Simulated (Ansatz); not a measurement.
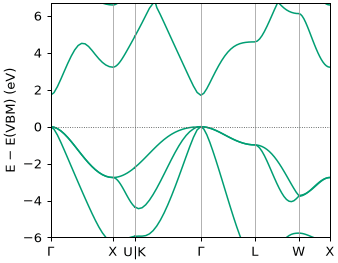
Fig. 1. Band structure from the program Ansatz at the PBEsol level (PAW)

Problem. Read off the gap and where the band edges lie.

Solution. About 1.7 eV (1.70 eV by a search for the band edges); maximum at Γ, minimum at Γ.

Problem. Which of these materials gives this?
(A) CaO, zinc blende
(B) PbS, zinc blende
(C) SiC, zinc blende
(D) GaN, zinc blende

Solution. D, GaN, zinc blende

Space group F-43m (zinc blende). Symmetry was held in the PBEsol relaxation. Scalar-relativistic: spin–orbit coupling is off unless named, which matters more the heavier the elements.

Potentials: the earlier of the program's two PAW sets. The files were generated under PBE; for other functionals the program regenerates the frozen cores, and for LDA and PBEsol the local potential too.
